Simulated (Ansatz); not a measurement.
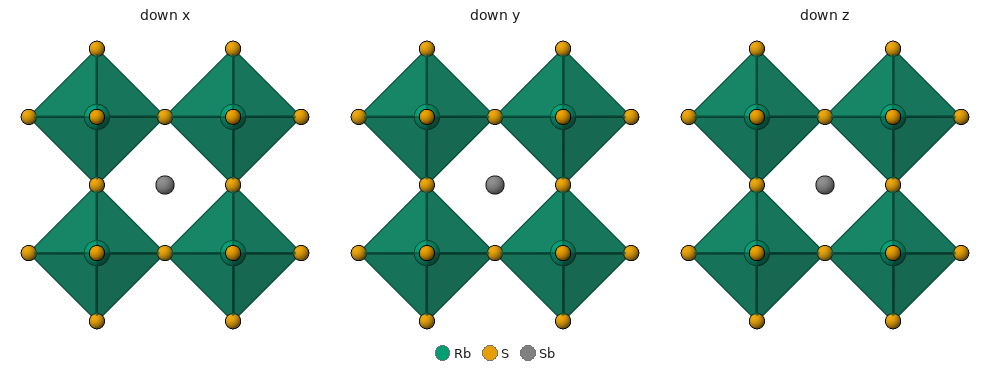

Blocks of 2 × 2 × 2 octahedra, seen down the three pseudocubic axes x, y and z (centre-to-centre directions).

RbSbS₃. Coordinates: the end point of a relaxation with DFT PBE, scalar-relativistic, plane waves, PAW in Ansatz 0.2.0; the starting structure was generated, so it need not be a known form of this composition.

### Which atoms centre the octahedra, which link them, and which fill the cavities?

Rb at the centres, S at the shared corners, Sb in the cavities: a perovskite-type framework of corner-sharing octahedra.

### Are the octahedra tilted?

The octahedra are not tilted (under 0.5° about every axis): a⁰a⁰a⁰.

### What are the Rb–S–Rb angles?

Along x: 180.0°; along y: 180.0°; along z: 180.0°.
